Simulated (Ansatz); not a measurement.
## MgO (rock salt): energy over volume and axial ratio

MgO (rock salt)

```yaml
crystal:
  lattice:
    - [0.00000, 2.10706, 2.10706]
    - [2.10706, 0.00000, 2.10706]
    - [2.10706, 2.10706, 0.00000]
  atoms:
    - { symbol: O, position: [0.00000, 0.00000, 0.00000] }
    - { symbol: Mg, position: [0.50000, 0.50000, 0.50000] }
```

Grid over V/V₀ and (c/a)/(c/a)₀, subscript 0 meaning the relaxed cell; the conventional c axis lies along z; no internal relaxation.

The numbers are results of PBEsol (plane waves to 420 eV, PAW, scalar-relativistic; Ansatz, a quantum-chemistry and plane-wave program), not measurements. k mesh 13×13×13 (Γ-centred), Fermi-Dirac smearing 0.05 eV. E stands for the smeared free energy. MgO was relaxed with its symmetry unable to fall. ΔE is measured from the relaxed starting cell.

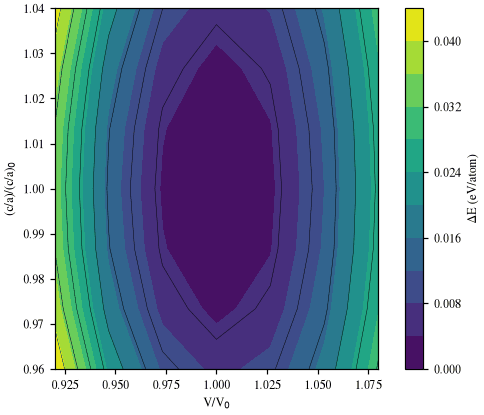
Figure. ΔE (eV/atom) over the 7×7 grid of computed points.

The shear modulus C′ = (C11 − C12)/2 (fit, atoms clamped) is 102 GPa. Highest place on the grid: V/V₀ = 0.920, (c/a)/(c/a)₀ = 0.960 (43.8 meV/atom). Lowest place on the grid: V/V₀ = 1.000, (c/a)/(c/a)₀ = 1.000 (0.0 meV/atom).

Near the relaxed cell σzz − σxx = −2Cδ (compression positive), C being this modulus and δ the logarithm of the ratio.

(A scan under strain: stresses follow from slopes of the energy per volume, elastic moduli from its curvatures.)
